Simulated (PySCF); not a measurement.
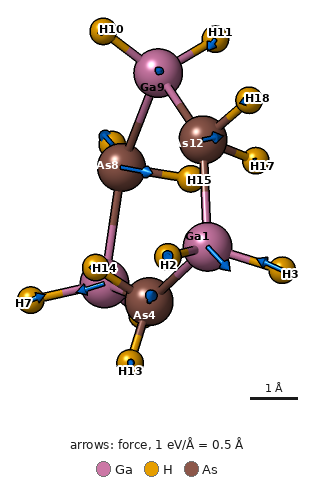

Starting geometry of Ga$_{3}$As$_{3}$H$_{12}$ with the computed forces as blue arrows. The picture is a ball-and-stick view, seen from a free direction.

The start comes from GFN2-xTB. Its atoms were then displaced at random by about 0.03 Å.

All numbers below come from PySCF, PBE0-D3(BJ)/def2-SVP geometry optimisation, gas phase. 

**Is this structure relaxed? If not, where do the atoms go?**

It isn't relaxed: the largest force vector, on an As atom, is 2.13 eV/Å. The final displacements have little in common with the starting forces (cosine between the two patterns 0.19). After 22 geometry steps the energy has fallen by 1.245 eV. An H atom moves most after the best rigid fit: 1.42 Å. By element the largest moves are H 1.42 Å, As 0.83 Å, Ga 0.39 Å. Near-neighbour distances that change, for instance: As–Ga 2.634 → 2.505 Å, Ga–H 1.694 → 1.567 Å, As–H 1.442 → 1.510 Å, Ga–H 1.629 → 1.567 Å. Among the angles between lasting bonds that change: Ga–As–H 79.5° → 107.4°, Ga–As–H 85.6° → 108.6°, Ga–As–H 86.5° → 107.2°.
